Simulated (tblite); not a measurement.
## Run report: C6H9ClSi, frequency calculation

- system: C6H9ClSi
- method: GFN2-xTB harmonic vibrations, gas phase (tblite 0.8.0)

It belongs to a series of runs on one base structure; here: H on Si replaced by propynyl.

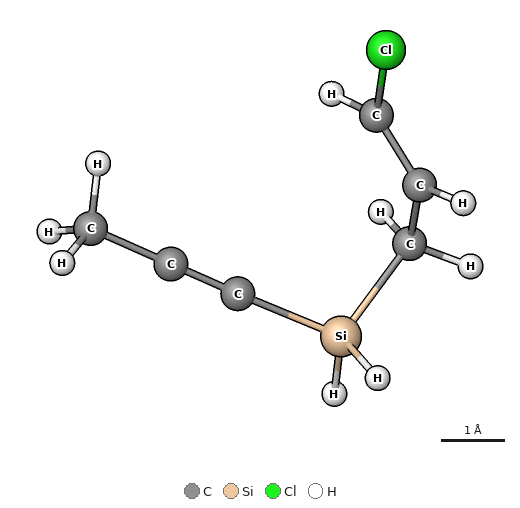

The input geometry (ball-and-stick view, seen at a tilt).

### The input
```
{"job": {"kind": "ir", "xc": "GFN2-xTB", "basis": "xTB"}, "charge": 0, "multiplicity": 1}
C     -2.908294     1.417683    -0.685840
C     -2.009605     0.441587    -0.115450
C     -1.259834    -0.376024     0.357125
Si    -0.081640    -1.603787     1.057836
C      1.574483    -1.384312     0.110437
C      2.123914    -0.027760     0.342746
C      2.003605     0.965587    -0.521616
Cl     2.592826     2.556538    -0.204778
H     -2.337988     2.243357    -1.111162
H     -3.572659     1.806935     0.085282
H     -3.508177     0.957821    -1.471320
H      0.128529    -1.349692     2.486765
H     -0.574416    -2.967645     0.830843
H      2.287781    -2.134603     0.450568
H      1.400471    -1.543062    -0.953321
H      2.608318     0.141344     1.294135
H      1.525689     0.868063    -1.483137
```

The first line tells a small driver script what to run in tblite; the rest is the geometry in Å.

Machine: 1 CPU thread, shared host.

Launched with:
```bash
OMP_NUM_THREADS=1 python <driver script> task.json out
```

### What the program printed
```
mode    cm-1     km/mol
  1      17.8      0.57
  2      24.5      0.01
  3      47.3      0.25
  4      87.1      0.43
  5     129.7      1.11
  6     150.0      2.62
  7     208.8      8.09
  8     253.2      1.36
  9     300.5      6.47
 10     313.5      0.07
 11     323.9      5.33
 12     398.6      3.61
 13     493.5    108.50
 14     554.1     17.79
 15     562.8      0.89
 16     661.2    100.76
 17     688.0     87.18
 18     742.6     22.12
 19     764.6    245.88
 20     777.4    217.92
 21     841.9    109.98
 22     983.2     18.67
 23    1014.4      5.15
 24    1014.7      5.04
 25    1060.7     26.91
 26    1113.7      4.80
 27    1137.1     51.55
 28    1189.3     22.04
 29    1226.2     56.43
 30    1276.6      0.94
 31    1382.0      3.95
 32    1446.8      6.37
 33    1448.0      6.94
 34    1465.0      3.39
 35    1677.4      1.36
 36    2216.6    456.57
 37    2233.8    241.52
 38    2322.8    217.12
 39    2985.9     40.78
 40    2997.6     26.28
 41    3002.0     18.29
 42    3004.4     16.12
 43    3010.4     18.61
 44    3073.6     11.68
 45    3086.6     27.44
```

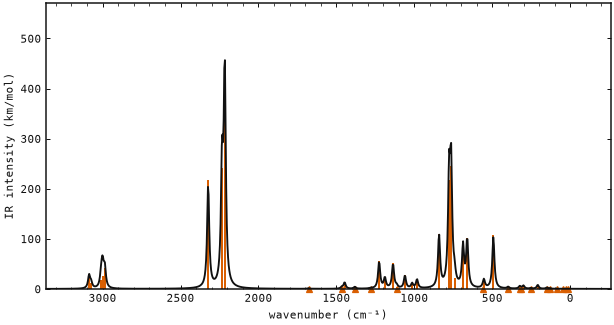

Harmonic infrared spectrum, unscaled: sticks (degenerate modes added up, dark ones marked on the axis) with a Lorentzian envelope of 16 cm⁻¹ full width, scaled to the tallest stick. 45 modes from 18 to 3087 cm⁻¹, none imaginary. The strongest line is at 2217 cm⁻¹ (457 km/mol).

### Results in brief

```csv
quantity,value
outcome,converged
total energy,−642.8117 eV
zero-point energy,76.7820 kcal/mol
wall time,0.85 s
peak memory,0.18 GiB
```
